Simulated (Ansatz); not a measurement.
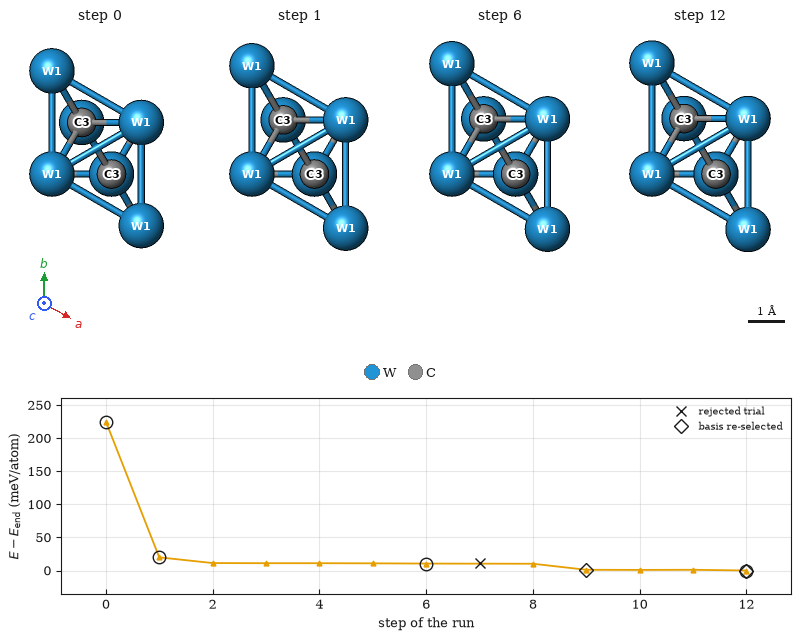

Frames of a relaxation of a crystal of WC2 (built on the cadmium chloride_166 type) (coarse preliminary run), marked on the history of the run. Style: ball-and-stick. Shown: the conventional cell (3 times the calculation's cell), along the c axis. Lengths and directions refer to the drawn axes.

Case: cadmium chloride type (R-3m, No. 166).

Level of theory: Ansatz, DFT PBE, scalar-relativistic, plane waves, PAW. Set-up: plane-wave cutoff 420 eV; k-point mesh 9 × 9 × 9; occupations gaussian; smearing width 0.1 eV; no spin polarisation; cell and atoms relaxed; force threshold 0.04 eV/Å; at most 70 steps.

### What happens along the run?

After 9 accepted moves (12 points after the start) the energy has fallen by 225 meV per atom. Largest force component: 2.3 eV/Å at the start, 0.015 eV/Å at the end. The pressure goes from 44.22 to 0.21 GPa. The line search rejected the trial step at point 7 of the run. The SCF was repeated twice at an unchanged geometry on a basis and grid sized afresh for the cell, which shifted the energy by 9.1 meV per atom at most. The largest moves relative to the cell, 0.12 Å, are those of C atoms. W stays in place. The volume changes by +24.2 %, with a = b 2.910 → 3.131 Å (+7.6 %), c 13.183 → 14.143 Å (+7.3 %). Among the contacts that change: W–W 2.910 → 3.131 Å, C–W 2.007 → 2.093 Å. Among the angles between lasting bonds that change: W–C–W 92.9° → 96.8°. The space group stays R-3m (No. 166). From step 0 to 1: volume +10.5 %, energy −205 meV per atom. From step 1 to 6: C atoms move most (0.04 Å), volume +5.4 %, energy −9.4 meV per atom. From step 6 to 12: C atoms move most (0.09 Å), volume +6.6 %, energy −10.5 meV per atom.
